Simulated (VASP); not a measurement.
Band structure of TaC (relaxed from the NiAs structure, space group P6_3/mmc). Calculation: PBEsol GGA, VASP's PBE PAW potentials (set 64) (plane waves; VASP).

Unless said otherwise, spin-orbit coupling is left out, though it shifts the bands of the heavy elements here.

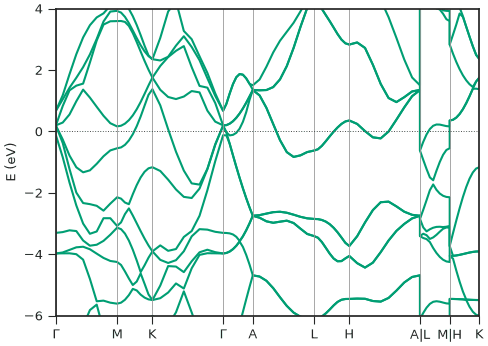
*Bands along high-symmetry lines, zero at the valence-band maximum or, without a gap, the Fermi level*

Read the plot: is there a gap, and where are the band edges?

It has no gap at this level: it comes out as a metal or semimetal. (Edges off the drawn lines would not show.)

The structure was generated: TaC was put into the NiAs type (P6_3/mmc), which need not be its known phase. It was relaxed first, which changed the volume by -44 %.
